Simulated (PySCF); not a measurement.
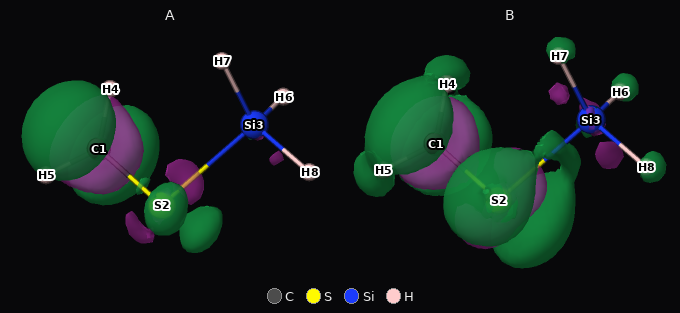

Figure 1: CH₅SSi, doublet, SMILES `[CH2]S[SiH3]`. The two Fukui functions at ±0.03 e/Å³ (green positive, purple negative).

Level of theory: ωB97X/6-31+G* (PySCF), at a geometry from GFN2-xTB. No frequency check shows the geometry to be a minimum. GFN2-xTB bond lengths at metals and heavier atoms can be off by up to 0.1 Å and shapes distorted, which carries into these values. GFN2-xTB doesn't know the spin state, so this open-shell geometry is rough.

Which panel is f⁻ (electron removed) and which f⁺ (electron added)?

Answer. A is f⁺, B is f⁻. f⁻ (Hirshfeld-condensed) is largest on S2 (0.34) and C1 (0.29); the vertical ionisation energy is 7.44 eV (to the singlet cation, which needn't be its lowest state). f⁺ (Hirshfeld-condensed) is largest on C1 (0.39); the vertical electron affinity is −0.30 eV (to the singlet anion, which needn't be its lowest state; negative: at this level and geometry the extra electron isn't bound, and the finite basis holds it).
